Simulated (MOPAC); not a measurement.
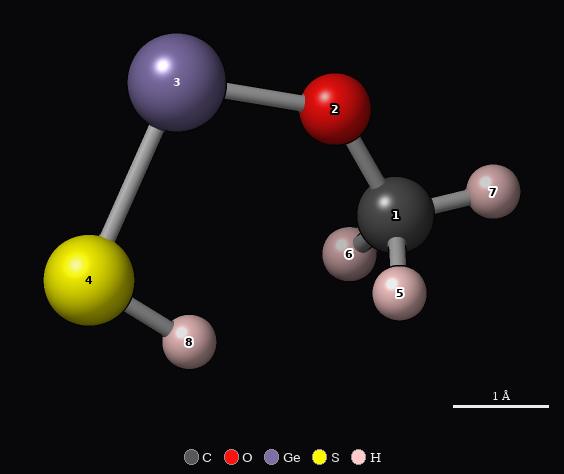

The input geometry (ball-and-stick view, seen at a tilt; atoms are numbered from 1 in the order of the input). Sticks mark near contacts. Bond lengths as drawn: C–H 1.09 to 1.12 Å, C–O 1.38 Å, Ge–O 1.80 Å, Ge–S 2.29 Å and H–S 1.35 Å.

Geometry relaxation, with input and output: CH4GeOS (part 1 of 2)

System: CH4GeOS.
Method: PM3, closed shell (MOPAC 23.2.5).

The atoms were displaced at random from an optimised geometry.

## Input (mol.mop)
```
PM3 CYCLES=300 MULLIK DISP SINGLET GRADIENTS GNORM=0.05 AUX(PRECISION=6) T=10M THREADS=1
job CH4GeOS
C[O][Ge][SH]
C     -0.238416 1     0.974572 1     0.073341 1
O     -0.735034 1     0.068962 1     0.981351 1
Ge    -0.545701 1    -1.708997 1     1.151388 1
S      0.850303 1    -2.199742 1    -0.590704 1
H      0.884097 1     1.004633 1     0.086980 1
H     -0.540368 1     0.757926 1    -0.955177 1
H     -0.588738 1     1.976959 1     0.322353 1
H      0.983065 1    -0.963177 1    -1.106403 1
```

Machine: 1 thread of Arm Neoverse V1, 24 GiB of memory available, shared host.

Command:
```bash
mopac mol.mop
```

## Log
```
MOPAC v23.2.5
PM3 CALCULATION RESULTS

 *  PM3        - The PM3 Hamiltonian to be used
 *  SINGLET    - SPIN STATE DEFINED AS A SINGLET
 *  THREADS=1  - MULTI-THREADING NOT USED
 *  CYCLES=    - DO A MAXIMUM OF 300 STEPS
 *  GNORM      - EXIT WHEN GRADIENT NORM DROPS BELOW 0.050
 *  AUX        - OUTPUT AUXILIARY INFORMATION
 *  GRADIENTS  - ALL GRADIENTS TO BE PRINTED
 *  DISP       - PRINT DISPERSION AND HYDROGEN BOND ENERGIES
 *  MULLIK     - THE MULLIKEN ANALYSIS TO BE PERFORMED
PM3 CYCLES=300 MULLIK DISP SINGLET GRADIENTS GNORM=0.05 AUX(PRECISION=6) T=10M THREADS=1
 job CH4GeOS
 C[O][Ge][SH]
   ATOM   CHEMICAL          X               Y               Z
  NUMBER   SYMBOL      (ANGSTROMS)     (ANGSTROMS)     (ANGSTROMS)

     1       C         -0.23841600  *   0.97457200  *   0.07334100  *
     2       O         -0.73503400  *   0.06896200  *   0.98135100  *
     3      Ge         -0.54570100  *  -1.70899700  *   1.15138800  *
     4       S          0.85030300  *  -2.19974200  *  -0.59070400  *
     5       H          0.88409700  *   1.00463300  *   0.08698000  *
     6       H         -0.54036800  *   0.75792600  *  -0.95517700  *
     7       H         -0.58873800  *   1.97695900  *   0.32235300  *
     8       H          0.98306500  *  -0.96317700  *  -1.10640300  *

          CARTESIAN COORDINATES

    NO.       ATOM           X           Y           Z

     1         C         -0.2384      0.9746      0.0733
     2         O         -0.7350      0.0690      0.9814
     3        Ge         -0.5457     -1.7090      1.1514
     4         S          0.8503     -2.1997     -0.5907
     5         H          0.8841      1.0046      0.0870
     6         H         -0.5404      0.7579     -0.9552
     7         H         -0.5887      1.9770      0.3224
     8         H          0.9831     -0.9632     -1.1064

           Empirical Formula: C H4 O Ge S  =     8 atoms

      MOLECULAR POINT GROUP   :   Cs

 SINGLET STATE CALCULATION

      RHF CALCULATION, NO. OF DOUBLY OCCUPIED LEVELS = 12

          Geometry optimization using EF

          DIAGONAL MATRIX USED AS START HESSIAN
```

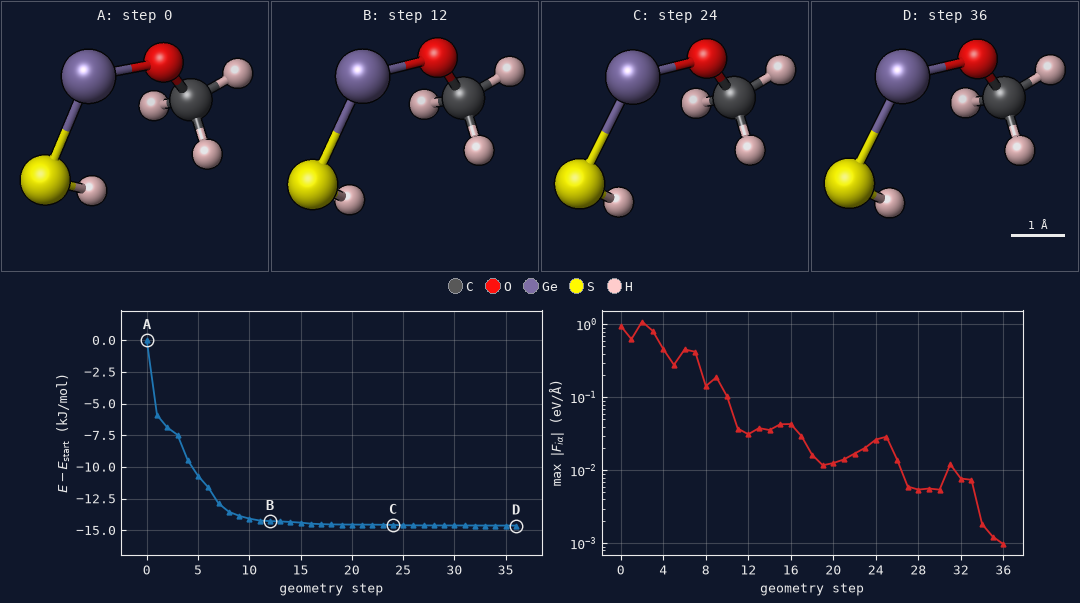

Frames of the relaxation (ball-and-stick view, seen at a tilt) above the curves, on which the letters mark them (steps are counted from 0).

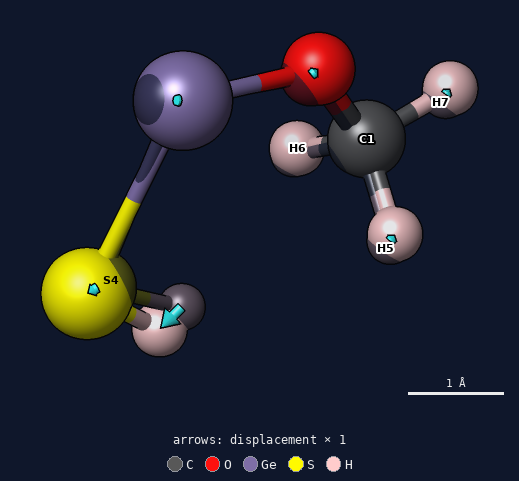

Start (faint) and end (solid) with the displacements as teal arrows, at true length (ball-and-stick view, seen at a tilt). The two geometries are laid on each other by the best rigid fit. Over 36 geometry steps the energy falls by 14.6 kJ/mol. The largest force component goes from 0.95 to 0.00098 eV/Å. The atom that moves furthest after the best rigid fit is H8 (0.33 Å). By element the largest moves are H 0.33 Å, S 0.13 Å, O 0.10 Å, Ge 0.10 Å, C 0.07 Å. Among the contacts that change: Ge3–S4 2.286 → 2.382 Å, S4–H8 1.346 → 1.306 Å, C1–H5 1.123 → 1.098 Å, O2–Ge3 1.796 → 1.786 Å. Among the angles that change: O2–Ge3–S4 101.8° → 109.0°, Ge3–S4–H8 98.9° → 103.3°, C1–O2–Ge3 132.6° → 128.6°. (Atoms are counted from 1 in the order of the input.)

```
 CYCLE:     1 TIME:   0.000 TIME LEFT: 10.00M  GRAD.:    47.384 HEAT: -45.03093
 CYCLE:     2 TIME:   0.000 TIME LEFT: 10.00M  GRAD.:    33.133 HEAT: -46.44408
 CYCLE:     3 TIME:   0.008 TIME LEFT: 10.00M  GRAD.:    36.433 HEAT: -46.67766
 CYCLE:     4 TIME:   0.000 TIME LEFT: 10.00M  GRAD.:    40.000 HEAT: -46.81773
 CYCLE:     5 TIME:   0.000 TIME LEFT: 10.00M  GRAD.:    18.184 HEAT: -47.29765
 CYCLE:     6 TIME:   0.000 TIME LEFT: 10.00M  GRAD.:    12.311 HEAT: -47.59115
 CYCLE:     7 TIME:   0.000 TIME LEFT: 10.00M  GRAD.:    18.180 HEAT: -47.80911
 CYCLE:     8 TIME:   0.008 TIME LEFT: 10.00M  GRAD.:    14.807 HEAT: -48.11157
 CYCLE:     9 TIME:   0.000 TIME LEFT: 10.00M  GRAD.:     7.793 HEAT: -48.26716
 CYCLE:    10 TIME:   0.000 TIME LEFT: 10.00M  GRAD.:     8.140 HEAT: -48.34446
 CYCLE:    11 TIME:   0.000 TIME LEFT: 10.00M  GRAD.:     5.206 HEAT: -48.39799
 CYCLE:    12 TIME:   0.000 TIME LEFT: 10.00M  GRAD.:     2.512 HEAT: -48.43353
 CYCLE:    13 TIME:   0.000 TIME LEFT: 10.00M  GRAD.:     1.824 HEAT: -48.44478
 CYCLE:    14 TIME:   0.008 TIME LEFT: 10.00M  GRAD.:     1.939 HEAT: -48.45097
 CYCLE:    15 TIME:   0.000 TIME LEFT: 10.00M  GRAD.:     2.203 HEAT: -48.46089
 CYCLE:    16 TIME:   0.000 TIME LEFT: 10.00M  GRAD.:     2.345 HEAT: -48.47353
 CYCLE:    17 TIME:   0.000 TIME LEFT: 10.00M  GRAD.:     2.296 HEAT: -48.49325
 CYCLE:    18 TIME:   0.000 TIME LEFT: 10.00M  GRAD.:     1.618 HEAT: -48.50193
 CYCLE:    19 TIME:   0.000 TIME LEFT: 10.00M  GRAD.:     1.013 HEAT: -48.50757
 CYCLE:    20 TIME:   0.000 TIME LEFT: 10.00M  GRAD.:     0.671 HEAT: -48.50914
 CYCLE:    21 TIME:   0.008 TIME LEFT: 10.00M  GRAD.:     0.524 HEAT: -48.51024
 CYCLE:    22 TIME:   0.000 TIME LEFT: 10.00M  GRAD.:     0.632 HEAT: -48.51124
 CYCLE:    23 TIME:   0.000 TIME LEFT: 10.00M  GRAD.:     0.791 HEAT: -48.51213
 CYCLE:    24 TIME:   0.000 TIME LEFT: 10.00M  GRAD.:     1.029 HEAT: -48.51394
 CYCLE:    25 TIME:   0.000 TIME LEFT: 10.00M  GRAD.:     1.148 HEAT: -48.51757
 CYCLE:    26 TIME:   0.000 TIME LEFT: 10.00M  GRAD.:     1.271 HEAT: -48.52304
 CYCLE:    27 TIME:   0.008 TIME LEFT: 10.00M  GRAD.:     0.720 HEAT: -48.52480
 CYCLE:    28 TIME:   0.000 TIME LEFT: 10.00M  GRAD.:     0.315 HEAT: -48.52599
 CYCLE:    29 TIME:   0.000 TIME LEFT: 10.00M  GRAD.:     0.262 HEAT: -48.52651
 CYCLE:    30 TIME:   0.000 TIME LEFT: 10.00M  GRAD.:     0.269 HEAT: -48.52680
 CYCLE:    31 TIME:   0.000 TIME LEFT: 10.00M  GRAD.:     0.266 HEAT: -48.52687
 CYCLE:    32 TIME:   0.000 TIME LEFT: 10.00M  GRAD.:     0.634 HEAT: -48.52721
 CYCLE:    33 TIME:   0.000 TIME LEFT: 10.00M  GRAD.:     0.392 HEAT: -48.52772
 CYCLE:    34 TIME:   0.008 TIME LEFT: 10.00M  GRAD.:     0.334 HEAT: -48.52846
 CYCLE:    35 TIME:   0.000 TIME LEFT: 10.00M  GRAD.:     0.090 HEAT: -48.52874
 CYCLE:    36 TIME:   0.000 TIME LEFT: 10.00M  GRAD.:     0.060 HEAT: -48.52881
 CYCLE:    37 TIME:   0.000 TIME LEFT: 10.00M  GRAD.:     0.049 HEAT: -48.52882

     GRADIENT =  0.04945 IS LESS THAN CUTOFF =  0.05000

 -------------------------------------------------------------------------------
 PM3 CYCLES=300 MULLIK DISP SINGLET GRADIENTS GNORM=0.05 AUX(PRECISION=6) T=10M THREADS=1
 job CH4GeOS
 C[O][Ge][SH]

     GEOMETRY OPTIMISED USING EIGENVECTOR FOLLOWING (EF).
     SCF FIELD WAS ACHIEVED

                              PM3 CALCULATION

          FINAL HEAT OF FORMATION =        -48.52882 KCAL/MOL =    -203.04458 KJ/MOL

          TOTAL ENERGY            =     -17254.59972 KCAL/MOL = ELECTRONIC ENERGY + CORE-CORE REPULSION
          ENERGY OF ATOMS         =      17206.07090 KCAL/MOL
                              SUM =        -48.52882 KCAL/MOL
          DISPERSION ENERGY       =          0.00000 KCAL/MOL
                              SUM =        -48.52882 KCAL/MOL = FINAL HEAT OF FORMATION

          TOTAL ENERGY            =       -748.23026 EV
          ELECTRONIC ENERGY       =      -1992.75784 EV
          CORE-CORE REPULSION     =       1244.52758 EV
          COSMO AREA              =        129.38 SQUARE ANGSTROMS
          COSMO VOLUME            =        123.73 CUBIC ANGSTROMS

          GRADIENT NORM           =          0.04945          =       0.01748 PER ATOM
          IONIZATION POTENTIAL    =          9.165293 EV
          HOMO LUMO ENERGIES (EV) =         -9.165 -0.921
          NO. OF FILLED LEVELS    =         12
          MOLECULAR WEIGHT        =        136.6920         POINT GROUP:  Cs

          MOLECULAR DIMENSIONS (Angstroms)

            Atom       Atom       Distance
            H     7    S     4     4.71006
            H     8   Ge     3     2.88832
            H     5    H     6     1.78509

          SCF CALCULATIONS        =         39

          WALL-CLOCK TIME         =      0.055 SECONDS
          COMPUTATION TIME        =      0.055 SECONDS

       FINAL  POINT  AND  DERIVATIVES

   PARAMETER     ATOM    TYPE            VALUE        GRADIENT
      1          1  C    CARTESIAN X    -0.275146     -0.000647  KCAL/ANGSTROM
      2          1  C    CARTESIAN Y     1.010477     -0.010262  KCAL/ANGSTROM
      3          1  C    CARTESIAN Z     0.128497      0.010410  KCAL/ANGSTROM
      4          2  O    CARTESIAN X    -0.789842     -0.001653  KCAL/ANGSTROM
      5          2  O    CARTESIAN Y     0.118837      0.010417  KCAL/ANGSTROM
      6          2  O    CARTESIAN Z     1.036476     -0.022568  KCAL/ANGSTROM
      7          3 Ge    CARTESIAN X    -0.537514      0.016623  KCAL/ANGSTROM
      8          3 Ge    CARTESIAN Y    -1.646322      0.007712  KCAL/ANGSTROM
      9          3 Ge    CARTESIAN Z     1.131670      0.006802  KCAL/ANGSTROM
     10          4  S    CARTESIAN X     0.900949      0.000600  KCAL/ANGSTROM
     11          4  S    CARTESIAN Y    -2.319931      0.009343  KCAL/ANGSTROM
     12          4  S    CARTESIAN Z    -0.643152     -0.004782  KCAL/ANGSTROM
     13          5  H    CARTESIAN X     0.821977     -0.013695  KCAL/ANGSTROM
     14          5  H    CARTESIAN Y     1.032730     -0.001078  KCAL/ANGSTROM
     15          5  H    CARTESIAN Z     0.166862      0.001502  KCAL/ANGSTROM
     16          6  H    CARTESIAN X    -0.587755     -0.015141  KCAL/ANGSTROM
     17          6  H    CARTESIAN Y     0.765700      0.001180  KCAL/ANGSTROM
     18          6  H    CARTESIAN Z    -0.895261      0.008206  KCAL/ANGSTROM
     19          7  H    CARTESIAN X    -0.661858      0.015482  KCAL/ANGSTROM
     20          7  H    CARTESIAN Y     2.000872     -0.002919  KCAL/ANGSTROM
     21          7  H    CARTESIAN Z     0.392708     -0.009040  KCAL/ANGSTROM
     22          8  H    CARTESIAN X     1.155734     -0.001569  KCAL/ANGSTROM
     23          8  H    CARTESIAN Y    -1.199662     -0.014394  KCAL/ANGSTROM
     24          8  H    CARTESIAN Z    -1.263445      0.009470  KCAL/ANGSTROM

   ATOM   CHEMICAL          X               Y               Z
  NUMBER   SYMBOL      (ANGSTROMS)     (ANGSTROMS)     (ANGSTROMS)

     1       C         -0.27514571  *   1.01047701  *   0.12849713  *
     2       O         -0.78984198  *   0.11883726  *   1.03647596  *
     3      Ge         -0.53751420  *  -1.64632174  *   1.13166960  *
     4       S          0.90094931  *  -2.31993062  *  -0.64315213  *
     5       H          0.82197696  *   1.03273041  *   0.16686212  *
     6       H         -0.58775516  *   0.76569988  *  -0.89526143  *
     7       H         -0.66185800  *   2.00087168  *   0.39270799  *
     8       H          1.15573440  *  -1.19966237  *  -1.26344501  *

                             CARTESIAN COORDINATES

   1    C       -0.275145712     1.010477006     0.128497131
   2    O       -0.789841984     0.118837259     1.036475957
   3   Ge       -0.537514196    -1.646321744     1.131669601
   4    S        0.900949309    -2.319930617    -0.643152128
   5    H        0.821976964     1.032730415     0.166862117
   6    H       -0.587755159     0.765699877    -0.895261433
   7    H       -0.661858000     2.000871680     0.392707993
   8    H        1.155734404    -1.199662371    -1.263445009

           Empirical Formula: C H4 O Ge S  =     8 atoms

      MOLECULAR POINT GROUP   :   Cs

                  EIGENVALUES
 -37.28602 -26.68850 -25.67611 -17.77629 -15.71338 -15.64454 -14.84063 -12.49702
 -11.04680 -10.66057  -9.43354  -9.16529  -0.92123  -0.56320   0.91704   1.84673
   3.71212   4.26627   4.42728   5.55698

              NET ATOMIC CHARGES AND DIPOLE CONTRIBUTIONS

  ATOM NO.   TYPE          CHARGE      No. of ELECS.   s-Pop       p-Pop
    1          C           0.126433        3.8736     1.11713     2.75644
    2          O          -0.541987        6.5420     1.80660     4.73538
    3         Ge           0.825722        3.1743     1.85056     1.32372
    4          S          -0.421888        6.4219     1.91761     4.50428
    5          H          -0.005849        1.0058     1.00585
    6          H          -0.006037        1.0060     1.00604
    7          H           0.023548        0.9765     0.97645
    8          H           0.000059        0.9999     0.99994
 DIPOLE           X         Y         Z       TOTAL
 POINT-CHG.    -2.149    -1.349     3.237     4.113
 HYBRID         0.889     3.150    -1.973     3.822
 SUM           -1.260     1.800     1.264     2.535

          ATOMIC ORBITAL ELECTRON POPULATIONS

     Atom    s        px        py        pz
    1  C   1.11713   0.93866   0.91989   0.89788
    2  O   1.80660   1.73707   1.43540   1.56291
    3 Ge   1.85056   0.34876   0.49462   0.48034
    4  S   1.91761   1.74474   1.22264   1.53690
    5  H   1.00585
    6  H   1.00604
    7  H   0.97645
    8  H   0.99994

           MULLIKEN POPULATION ANALYSIS

        MULLIKEN POPULATIONS AND CHARGES

      NO.  ATOM   POPULATION      CHARGE
        1    C     4.057674     -0.057674
        2    O     6.577297     -0.577297
        3   Ge     3.004060      0.995940
        4    S     6.608401     -0.608401
        5    H     0.947803      0.052197
        6    H     0.948071      0.051929
        7    H     0.914736      0.085264
        8    H     0.941958      0.058042

 *                    *
 * JOB ENDED NORMALLY *
 *                    *

 TOTAL JOB TIME:             0.06 SECONDS

 == MOPAC DONE ==
```

## Trajectory as extended XYZ (Å, eV, eV/Å), 26 of the 37 frames kept, from step=0 to step=36
```
8
Properties=species:S:1:pos:R:3:forces:R:3 step=0 energy=-1.95273
C    -0.2384    0.9746    0.0733    0.9108  -0.1371   0.0982
O    -0.7350    0.0690    0.9814   -0.2129   0.1798   0.1340
Ge   -0.5457   -1.7090    1.1514   -0.5111   0.7003   0.5263
S     0.8503   -2.1997   -0.5907    0.7389  -0.2354  -0.9547
H     0.8841    1.0046    0.0870   -0.6272  -0.0439   0.0691
H    -0.5404    0.7579   -0.9552   -0.1692  -0.1293  -0.1310
H    -0.5887    1.9770    0.3224   -0.1960   0.0696   0.2298
H     0.9831   -0.9632   -1.1064    0.0666  -0.4039   0.0283
8
Properties=species:S:1:pos:R:3:forces:R:3 step=1 energy=-2.01401
C    -0.2224    0.9624    0.0775   -0.5716   0.5683  -0.5370
O    -0.7490    0.0676    0.9723   -0.1658   0.2218   0.2418
Ge   -0.5651   -1.6938    1.1849    0.1594   0.1251  -0.2638
S     0.8835   -2.2094   -0.6429    0.0215  -0.2293   0.0397
H     0.8681    1.0031    0.1034    0.2160  -0.1056   0.0743
H    -0.5436    0.7494   -0.9750    0.1459   0.0801   0.6286
H    -0.5961    1.9779    0.3428    0.0799  -0.5332  -0.0543
H     0.9872   -0.9815   -1.0924    0.1148  -0.1271  -0.1293
8
Properties=species:S:1:pos:R:3:forces:R:3 step=3 energy=-2.03021
C    -0.2388    0.9755    0.0850    0.8188  -0.3240  -0.4810
O    -0.7545    0.0889    0.9801   -0.3111  -0.5996   0.5647
Ge   -0.5598   -1.6903    1.1744    0.0604   0.5574  -0.2285
S     0.8882   -2.2293   -0.6412    0.0188  -0.0417  -0.0163
H     0.8711    0.9959    0.1097   -0.2749  -0.0326   0.0525
H    -0.5432    0.7476   -0.9443   -0.0872  -0.0474  -0.0661
H    -0.5971    1.9529    0.3430   -0.3346   0.7154   0.2625
H     0.9920   -0.9946   -1.1062    0.1098  -0.2276  -0.0878
```
